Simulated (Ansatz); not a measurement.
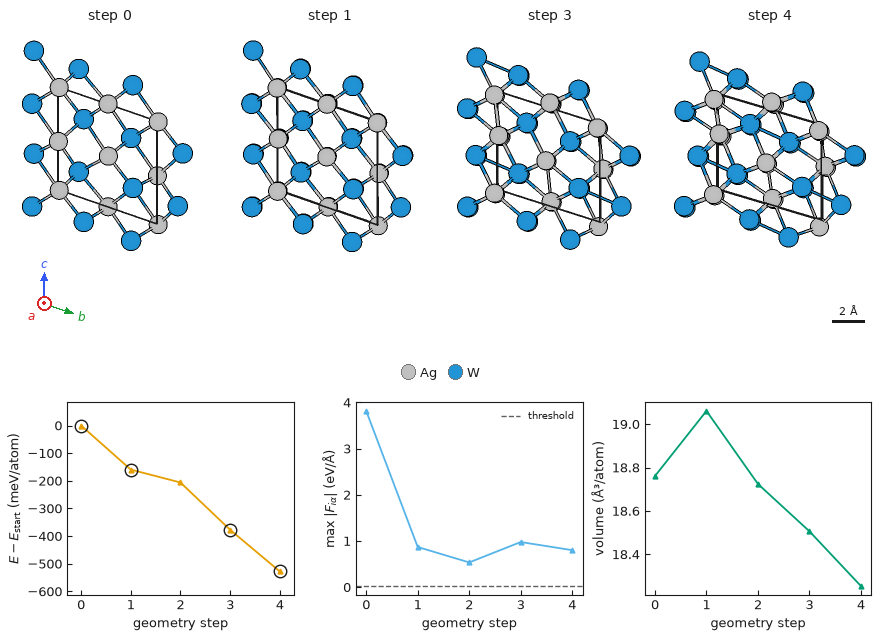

Frames of a relaxation of a crystal of AgW (a generated structure, set up in P1) (coarse preliminary run), marked on the history of the run. A ball-and-stick model of the cell of the calculation, seen along the a axis.

These are results of Ansatz, DFT PBE, scalar-relativistic, plane waves, PAW, not measurements.

Input file:
```yaml
crystal:
  lattice:
    - [2.67909511, 2.6228665368, -0.0304326784]
    - [2.7048444794, -2.7094812629, 5.3415219764]
    - [2.6902051959, -2.5731112661, -5.2660173363]
  atoms:
    - { symbol: Ag, position: [0.4482659082, 0.5062399482, 0.0022587619] }
    - { symbol: Ag, position: [0.0179769391, 1.0128707316, 0.9975738266] }
    - { symbol: Ag, position: [0.025145284, 0.509413673, 0.495349179] }
    - { symbol: Ag, position: [0.4890106651, 1.0042935417, 0.4699352899] }
    - { symbol: W, position: [0.0095670638, 0.2608945852, 0.7732601616] }
    - { symbol: W, position: [0.4730778738, 0.7386284795, 0.7486491644] }
    - { symbol: W, position: [0.5197509786, 0.2105299492, 0.2440038824] }
    - { symbol: W, position: [0.0172052874, 0.7571290917, 0.2689697342] }
basis:
  ecutwfc: 420
kpoints:
  mp_grid: { grid: [6, 4, 4] }
hamiltonian:
  xc: pbe
scf:
  occupations: { method: gaussian, width: 0.2 }
  lower_state_search: "off"
output:
  forces: true
  stress: true
  eigenvalues: true
relax:
  adjacent_minimum: "off"
  f_tol: 0.025
  max_steps: 60
  cell: { stress_tol: 0.25 }
```

Launched with:
```bash
ansatz run input.yaml --threads 1 --pin off --max-ram 2048MiB --backend cpu --events-out ev --progress --plain --runs-dir out
```

### What happens along the run?

The run was cut off at its time limit before the relaxation converged, so the last structure is only a point on the way. The largest move relative to the cell is that of Ag4, 0.66 Å roughly along [−2 1 3]. Largest moves by element: Ag 0.66 Å, W 0.56 Å. The drawn cell changes as follows: a 3.749 → 3.727 Å (−0.6 %), b 6.572 → 6.845 Å (+4.2 %), c 6.449 → 5.982 Å (−7.2 %), α 109.1° → 106.3°, β 88.5° → 86.2°, γ 90.1° → 93.2°; the volume changes by −2.7 %. Some distances before and after: Ag2–Ag4 3.777 → 2.462 Å, Ag1–Ag3 3.511 → 2.463 Å, W5–W6 3.779 → 3.006 Å, W6–W8 3.697 → 3.122 Å. New bonds form: Ag1–Ag3 (3.51 → 2.46 Å), Ag2–Ag4 (3.78 → 2.46 Å), W5–W6 (3.78 → 3.01 Å). Bond angles that change, for instance: W5–Ag4–W6 84.8° → 128.4°, Ag1–W6–Ag4 178.8° → 137.8°, W6–Ag4–W7 178.1° → 137.8°. The space group stays P1 (No. 1). Over 4 geometry steps the energy falls by 528 meV per atom. The largest force component goes from 3.8 to 0.8 eV/Å. Pressure: 7.92 GPa at the start and −0.21 GPa at the end. The run took 5.5 min on 1 thread of AMD EPYC 7R13 Processor (Zen 3), on a shared host, peak memory 0.74 GiB. From step 0 to 1: Ag4 moves most (0.20 Å), volume +1.6 %, energy −159 meV per atom. From step 1 to 3: Ag and W atoms move most (0.33 Å), volume −2.9 %, energy −218 meV per atom. From step 3 to 4: Ag and W atoms move most (0.19 Å), volume −1.4 %, energy −151 meV per atom.

```json
{"step": "0", "E − E(0), meV/atom": "0.00", "largest force component, eV/Å": "3.8174", "pressure, GPa": "7.92", "volume, Å³/atom": "18.761"}
{"step": "1", "E − E(0), meV/atom": "-159.34", "largest force component, eV/Å": "0.8713", "pressure, GPa": "0.20", "volume, Å³/atom": "19.061"}
{"step": "2", "E − E(0), meV/atom": "-206.00", "largest force component, eV/Å": "0.5369", "pressure, GPa": "1.56", "volume, Å³/atom": "18.724"}
{"step": "3", "E − E(0), meV/atom": "-377.14", "largest force component, eV/Å": "0.9788", "pressure, GPa": "-0.46", "volume, Å³/atom": "18.506"}
{"step": "4", "E − E(0), meV/atom": "-527.75", "largest force component, eV/Å": "0.8026", "pressure, GPa": "-0.21", "volume, Å³/atom": "18.254"}
```
